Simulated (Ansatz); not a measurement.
## ZnS, carrier doping

Consider ZnS in the wurtzite structure (space group P6_3mc, No. 186; a = 3.806 Å, c = 6.245 Å).

Carriers are added at fixed cell with a uniform background; the Fermi–Dirac width is that of 300 K.

All numbers come from Ansatz (a program for electronic structure), r2SCAN, PAW, cutoff 500 eV, spin-orbit coupling left out.

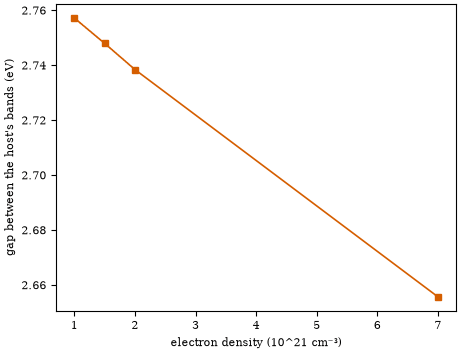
Figure: Gap between the host's bands against electron density

From the plot, what is the gap between the host's bands for electrons 2.0×10^21 cm⁻³?

About 2.74 eV.

Is the trend monotonic over the range shown?

Yes, it falls throughout, spanning 2.66 eV to 2.76 eV.

Carriers are added with a uniform compensating background; total energy and stress of such cells depend on the potential's zero and are not compared; many-body gap narrowing is missing at this level. Stability against distortions was not tested.
